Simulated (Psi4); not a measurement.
**LiI (Lithium Iodide): levels of theory compared**

Aim: a comparison of 6 runs (M06-2X/def2-TZVPPD, PBE/def2-TZVPPD, PBE0/def2-TZVPPD, SVWN5/def2-TZVPPD, TPSS/def2-TZVPPD, wB97X/def2-TZVPPD) of LiI (Lithium Iodide). 

The results are computed with Psi4 1.11.

6 further runs of the same task are left out: 5 that didn't finish, 1 set aside as unsound or not needed.

### Step 1. The system as given

LiI has 2 atoms, charge 0, and is taken as a singlet. As SMILES, `[Li][I]`. The Li1–I2 distance was set to 4.306 Å, away from the relaxed value.

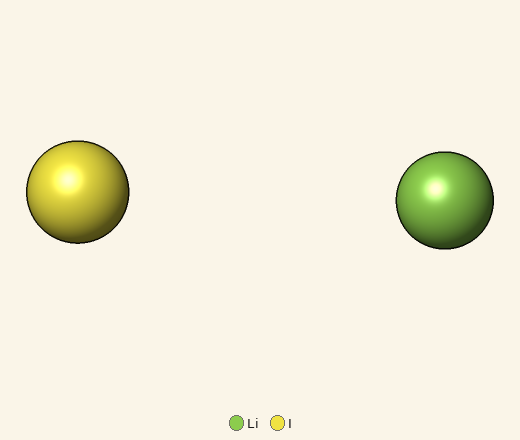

Viewed from a chosen angle; lithium green, iodine yellow.

### Step 2. The energy at M06-2X/def2-TZVPPD (core potential) (run 1)

ili.in

```
memory 1600 MB

molecule system {
  Li
  I 1 4.3055
  symmetry c1
}

set {
  basis                def2-TZVPPD
  puream               true
  e_convergence        1e-09
  d_convergence        1e-08
  scf_type             pk
  dft_radial_points    99
  dft_spherical_points 590
}

energy_value = energy("m06-2x")
print_variables()
```

Command:

```bash
$ psi4 -i ili.in -o ili.out -n 1
```

ili.out:

```text
[...]
    !!!  WARNING: ECP capability is in beta. Please check occupations closely.  !!!
[...]
  Running in c1 symmetry.
[...]
  Nuclear repulsion =    9.218044547729646
[...]
  Multiplicity = 1
[...]
  Nalpha       = 14
  Nbeta        = 14
[...]
    Number of basis functions: 81
[...]
   @RKS iter   1:  -304.65414065723184   -2.10052e+00   1.23945e-02 ADIIS/DIIS
[...]
   @RKS iter  13:  -305.14466769062665   -2.66027e-11   7.92715e-09 DIIS
[...]
    Orbital Energies [Eh]
    ---------------------
    Doubly Occupied:
       1A     -6.978688     2A     -4.967250     3A     -4.964021
       4A     -4.964021     5A     -2.346662     6A     -1.934872
       7A     -1.933964     8A     -1.933964     9A     -1.931289
      10A     -1.931289    11A     -0.644363    12A     -0.222321
      13A     -0.215647    14A     -0.215647
[...]
  @RKS Final Energy:  -305.14466769062665
   => Energetics <=
    Nuclear Repulsion Energy =              9.2180445477296455
    One-Electron Energy =                -549.0113360219019114
    Two-Electron Energy =                 246.2522245473666089
    DFT Exchange-Correlation Energy =     -11.6036007638209533
    Empirical Dispersion Energy =           0.0000000000000000
    VV10 Nonlocal Energy =                  0.0000000000000000
    Total Energy =                       -305.1446676906266475
[...]
 Multipole Moments:
 ------------------------------------------------------------------------------------
     Multipole            Electronic (a.u.)      Nuclear  (a.u.)        Total (a.u.)
 ------------------------------------------------------------------------------------
 L = 1.  Multiply by 2.5417464519 to convert [e a0] to [Debye]
 Dipole X            :         -0.0000011            0.0000000           -0.0000011
 Dipole Y            :          0.0000003            0.0000000            0.0000003
 Dipole Z            :          6.0830430          -12.4736233           -6.3905803
 Magnitude           :                                                    6.3905803
[...]
```

It took 9.3 s on 1 thread of Intel Xeon Platinum 8488C (Sapphire Rapids), shared host; peak memory 0.77 GiB.

### Step 3. Energy and forces at PBE/def2-TZVPPD (core potential) (run 2)

ili.in

```
memory 1.6 GB

molecule geom {
  0 1
  Li     0.000000     0.000000    -1.913576
  I      0.000000     0.000000     2.391924
  symmetry c1
}

set basis def2-TZVPPD
set puream true
set e_convergence 1e-09
set d_convergence 1e-08
set scf_type pk
set dft_radial_points 99
set dft_spherical_points 590

e, wfn = gradient("pbe", return_wfn=True)
oeprop(wfn, "MAYER_INDICES", "WIBERG_LOWDIN_INDICES", "QUADRUPOLE")
```

Command:

```bash
$ psi4 -i ili.in -o ili.out -n 1
```

ili.out:

```text
[...]
    !!!  WARNING: ECP capability is in beta. Please check occupations closely.  !!!
[...]
  Running in c1 symmetry.
[...]
  Nuclear repulsion =    9.218044547729647
[...]
  Multiplicity = 1
[...]
  Nalpha       = 14
  Nbeta        = 14
[...]
    Number of basis functions: 81
[...]
   @RKS iter   1:  -304.49173858531537   -1.56974e+00   1.43041e-02 ADIIS/DIIS
[...]
   @RKS iter  18:  -305.18561693211387   -2.10321e-12   1.29091e-09 DIIS
[...]
    Orbital Energies [Eh]
    ---------------------
    Doubly Occupied:
       1A     -6.511771     2A     -4.575655     3A     -4.569867
       4A     -4.569867     5A     -2.023843     6A     -1.712686
       7A     -1.711148     8A     -1.711148     9A     -1.706501
      10A     -1.706499    11A     -0.526852    12A     -0.169749
      13A     -0.153778    14A     -0.153778
[...]
  @RKS Final Energy:  -305.18561693211387
   => Energetics <=
    Nuclear Repulsion Energy =              9.2180445477296473
    One-Electron Energy =                -548.4345470360301533
    Two-Electron Energy =                 258.0449384286464465
    DFT Exchange-Correlation Energy =     -24.0140528724598106
    Empirical Dispersion Energy =           0.0000000000000000
    VV10 Nonlocal Energy =                  0.0000000000000000
    Total Energy =                       -305.1856169321138736
[...]
  -Total Gradient:
     Atom            X                  Y                   Z
    ------   -----------------  -----------------  -----------------
       1       -0.000000000026     0.000000000090    -0.016304073673
       2        0.000000000026    -0.000000000090     0.016312381439
[...]
 Multipole Moments:
 ------------------------------------------------------------------------------------
     Multipole            Electronic (a.u.)      Nuclear  (a.u.)        Total (a.u.)
 ------------------------------------------------------------------------------------
 L = 1.  Multiply by 2.5417464519 to convert [e a0] to [Debye]
 Dipole X            :         -0.0000000            0.0000000           -0.0000000
 Dipole Y            :          0.0000000            0.0000000            0.0000000
 Dipole Z            :          7.0995984          -12.4736233           -5.3740249
 Magnitude           :                                                    5.3740249
 L = 2.  Multiply by 1.3450342976 to convert [e a0^2] to [Debye ang]
 Quadrupole XX       :        -25.3735730            0.0000000          -25.3735730
 Quadrupole XY       :         -0.0000000            0.0000000           -0.0000000
[...]
```

It took 9.3 s on 1 thread of Intel Xeon Platinum 8488C (Sapphire Rapids), shared host; peak memory 0.49 GiB.

Runs 3 to 5 aren't shown in full; the table further down has their settings and results.

### Step 4. The energy at wB97X/def2-TZVPPD (core potential) (run 6)

input.inp

```
memory 1600 mb

molecule mol {
  Li
  I 1 R2

  R2 = 4.3055
  symmetry c1
  no_reorient
  no_com
}

set basis def2-TZVPPD
set puream true
set e_convergence 1e-09
set d_convergence 1e-08
set scf_type pk
set dft_radial_points 99
set dft_spherical_points 590

e = energy("wb97x")
```

Command:

```bash
$ psi4 input.inp input.out -n 1
```

input.out:

```text
[...]
    !!!  WARNING: ECP capability is in beta. Please check occupations closely.  !!!
[...]
  Running in c1 symmetry.
[...]
  Nuclear repulsion =    9.218044547729647
[...]
  Multiplicity = 1
[...]
  Nalpha       = 14
  Nbeta        = 14
[...]
    Number of basis functions: 81
[...]
   @RKS iter   1:  -304.71091196593562   -2.27246e+00   1.28832e-02 ADIIS/DIIS
[...]
   @RKS iter  14:  -305.27054242205384   -2.38742e-12   1.62249e-09 DIIS
[...]
    Orbital Energies [Eh]
    ---------------------
    Doubly Occupied:
       1A     -6.814146     2A     -4.841578     3A     -4.838404
       4A     -4.838404     5A     -2.294037     6A     -1.897815
       7A     -1.896945     8A     -1.896945     9A     -1.894310
      10A     -1.894309    11A     -0.676394    12A     -0.257822
      13A     -0.252077    14A     -0.252077
[...]
  @RKS Final Energy:  -305.27054242205384
   => Energetics <=
    Nuclear Repulsion Energy =              9.2180445477296473
    One-Electron Energy =                -549.0817228186483590
    Two-Electron Energy =                 251.3981857186495574
    DFT Exchange-Correlation Energy =     -16.8050498697846464
    Empirical Dispersion Energy =           0.0000000000000000
    VV10 Nonlocal Energy =                  0.0000000000000000
    Total Energy =                       -305.2705424220538362
[...]
 Multipole Moments:
 ------------------------------------------------------------------------------------
     Multipole            Electronic (a.u.)      Nuclear  (a.u.)        Total (a.u.)
 ------------------------------------------------------------------------------------
 L = 1.  Multiply by 2.5417464519 to convert [e a0] to [Debye]
 Dipole X            :          0.0000001            0.0000000            0.0000001
 Dipole Y            :         -0.0000000            0.0000000           -0.0000000
 Dipole Z            :          5.8316970          -12.4736233           -6.6419263
 Magnitude           :                                                    6.6419263
[...]
```

It took 8.1 s on 1 thread of Intel Xeon Platinum 8488C (Sapphire Rapids), shared host; peak memory 0.53 GiB.

### Step 5. Overview of the runs

```
run                                level      task  energy (Eh)  dipole moment (D)  HOMO energy (eV)  LUMO energy (eV)  wall time
  1  M06-2X/def2-TZVPPD (core potential)    energy  -305.144668              16.24             -5.87             -3.07      9.3 s
  2     PBE/def2-TZVPPD (core potential)  gradient  -305.185617              13.66             -4.18             -3.80      9.3 s
  3    PBE0/def2-TZVPPD (core potential)  gradient  -305.213751              15.30             -4.97             -3.30       11 s
  4   SVWN5/def2-TZVPPD (core potential)    energy  -304.672555              14.23             -4.23             -3.74      4.5 s
  5    TPSS/def2-TZVPPD (core potential)    energy  -305.116201              14.14             -4.18             -3.68       11 s
  6   wB97X/def2-TZVPPD (core potential)    energy  -305.270542              16.88             -6.86             -1.70      8.1 s
```

### Step 6. Outcome

```
            quantity          value
 run 6: total energy  -305.27054 Eh
run 6: dipole moment        16.88 D
  run 6: HOMO energy       -6.86 eV
  run 6: LUMO energy       -1.70 eV
run 6: HOMO–LUMO gap        5.16 eV
```

**Reading.** The dipole moment (its size) runs from 13.66 D (PBE/def2-TZVPPD) to 16.88 D (wB97X/def2-TZVPPD). The HOMO–LUMO gap runs from 0.39 eV (PBE/def2-TZVPPD) to 5.16 eV (wB97X/def2-TZVPPD). Totals of different functionals can't be ranked against each other. All runs together took 53 s, the longest 11 s.
